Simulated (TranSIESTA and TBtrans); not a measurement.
Junction: pyrazine-2,5-diyl held by thiolate S between two Ag chains. Leads: straight Ag chain, spacing 2.65 Å. Geometry: 12 atoms about the centre moved by SIESTA (PBE, SZP) to a largest force of 0.07 eV/Å, all others as built. Transport runs along z; the first 4 and the last 4 of the 24 atoms are the lead cells, repeated to infinity.

```xyz
24
Lattice="12.019 0.000 0.000 0.000 12.019 0.000 0.000 0.000 42.410" Properties=species:S:1:pos:R:3 pbc="F F T"
Ag     6.009     6.009     0.000
Ag     6.009     6.009     2.650
Ag     6.009     6.009     5.300
Ag     6.009     6.009     7.950
Ag     6.009     6.009    10.600
Ag     6.009     6.009    13.250
Ag     6.025     5.960    15.849
S      7.571     5.008    17.260
C      6.695     5.640    18.708
C      5.686     4.806    19.365
N      4.984     5.121    20.504
C      5.324     6.378    21.051
S      4.447     7.011    22.499
C      6.333     7.213    20.395
N      7.035     6.898    19.256
H      5.463     3.769    18.866
H      6.556     8.250    20.894
Ag     5.994     6.059    23.911
Ag     6.009     6.009    26.510
Ag     6.009     6.009    29.160
Ag     6.009     6.009    31.810
Ag     6.009     6.009    34.460
Ag     6.009     6.009    37.110
Ag     6.009     6.009    39.760
```

TranSIESTA and TBtrans, PBE, DZP numerical orbitals (energy shift 0.15 eV), PseudoDojo norm-conserving scalar-relativistic potentials, mesh cutoff 150 Ry, 300 K, no spin polarisation, no spin-orbit coupling; self-consistent non-equilibrium Green functions.

Energies count from the leads' Fermi level. Transmissions are for one spin of a degenerate pair. The energy step is 0.02 eV; narrower resonances are cut or missed.

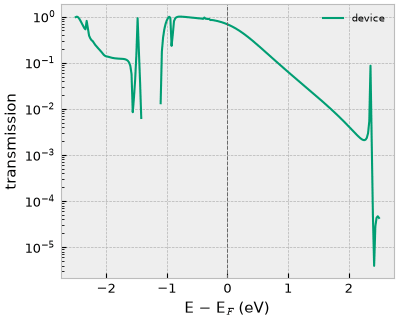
Fig. 1. Transmission against energy

| E (eV) | T | lead channels |
|---|---|---|
| -2.40 | 0.71 | 3 |
| -2.20 | 0.27 | band edge |
| -2.00 | 0.14 | band edge |
| -1.80 | 0.12 | 3 |
| -1.60 | 0.085 | 3 |
| -1.40 | 0 | 0 |
| -1.20 | 0 | 0 |
| -1.00 | 0.82 | 1 |
| -0.80 | 1.00 | 1 |
| -0.60 | 0.95 | 1 |
| -0.40 | 0.89 | 1 |
| -0.20 | 0.82 | 1 |
| 0.00 | 0.68 | 1 |
| 0.20 | 0.49 | 1 |
| 0.40 | 0.31 | 1 |
| 0.60 | 0.18 | 1 |
| 0.80 | 0.11 | 1 |
| 1.00 | 0.063 | 1 |
| 1.20 | 0.038 | 1 |
| 1.40 | 0.022 | 1 |
| 1.60 | 0.013 | 1 |
| 1.80 | 0.0076 | 1 |
| 2.00 | 0.0042 | 1 |
| 2.20 | 0.0023 | 1 |
| 2.40 | 4.8e-5 | 1 |

The leads are straight chains one atom wide, held at their spacing: model electrodes, not surfaces. Semilocal functionals put molecular levels too close to the Fermi level and tend to overestimate such conductances.
